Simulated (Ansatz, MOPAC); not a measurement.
Stretching the H–H spacing in H4 rectangle (multiplicity 1 held). Energies count from the point at 4.000 Å.
Geometry at that point (charge 0, multiplicity 1):
```xyz
4

H      0.000     0.000     0.000
H      0.000     0.000     1.000
H      4.000     0.000     0.000
H      4.000     0.000     1.000
```

R- and RO- levels are restricted; in cc, def2 and unpolarised 6-31G sets they are followed outwards from rest. U- levels take the lowest unrestricted solution at each point, which mixes spins at long bonds. Full CI gives the lowest state of the spin. Curves can end on different states.

The state that AM1 reach isn't checked.

Codes used: Ansatz (Gaussian basis) for Hartree–Fock, density functionals and correlated methods; MOPAC for AM1 (differences of heats of formation). Values without a source in brackets are computed.

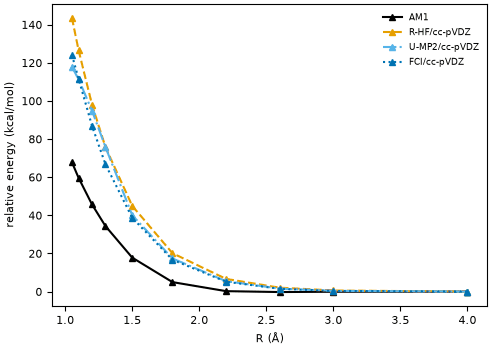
Figure. Relative energy along the coordinate

### Question
Order the other curves in the same basis by their non-parallelity to FCI/cc-pVDZ (largest less smallest deviation, whatever its cause), smallest first.

### Answer
U-MP2/cc-pVDZ (15.4 kcal/mol), R-HF/cc-pVDZ (19.4 kcal/mol)

### Question
Read off the AM1 curve at R = 1.100.

### Answer
about 60 kcal/mol

Doubts at one or more of the structures used: a restricted determinant that unrestricted orbitals would lower (AM1, R-HF/cc-pVDZ); a spin-contaminated determinant (U-MP2/cc-pVDZ).

Ansatz is a program for electronic structure.
